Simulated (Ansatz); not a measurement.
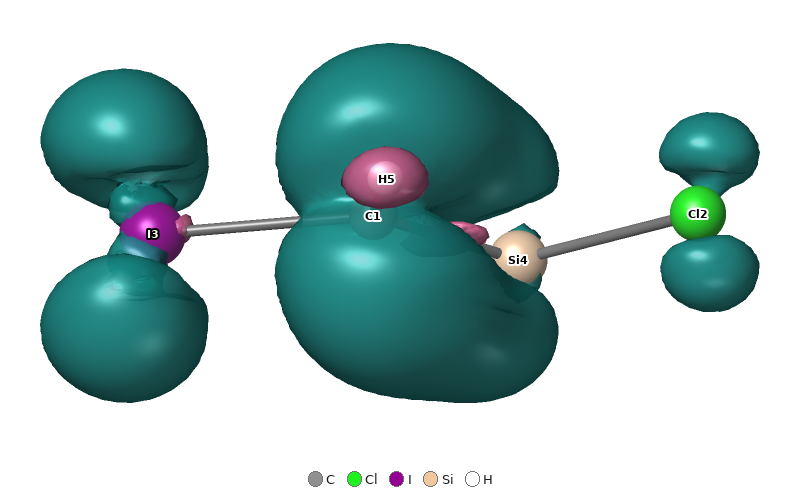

CHClISi (SMILES Cl[Si][CH]I) (doublet). Isosurfaces of the spin density at +0.015 (teal) and −0.015 e/Å³ (pink), seen from one side.

Geometry: BLYP-D3(BJ)/def2-SVP; core potentials replace the inner electrons of I.

Method: Ansatz, isolated molecule in a Gaussian basis; Kohn-Sham density functional theory, functional PBE0.

| atom | x (Å) | y (Å) | z (Å) |
| --- | --- | --- | --- |
| C | 0.0333 | -0.2227 | -0.7510 |
| Cl | 1.3142 | 0.8273 | 1.7307 |
| I | -0.4735 | -1.3218 | -2.4743 |
| Si | 1.5290 | -0.7398 | 0.2700 |
| H | -0.6682 | 0.6162 | -0.5859 |

### Which atoms carry the spin?

The unpaired spin (1 electron) lies mostly on C1 (about 0.6), I3 (about 0.2) and Si4 (about 0.2), in electrons by Hirshfeld's partition.
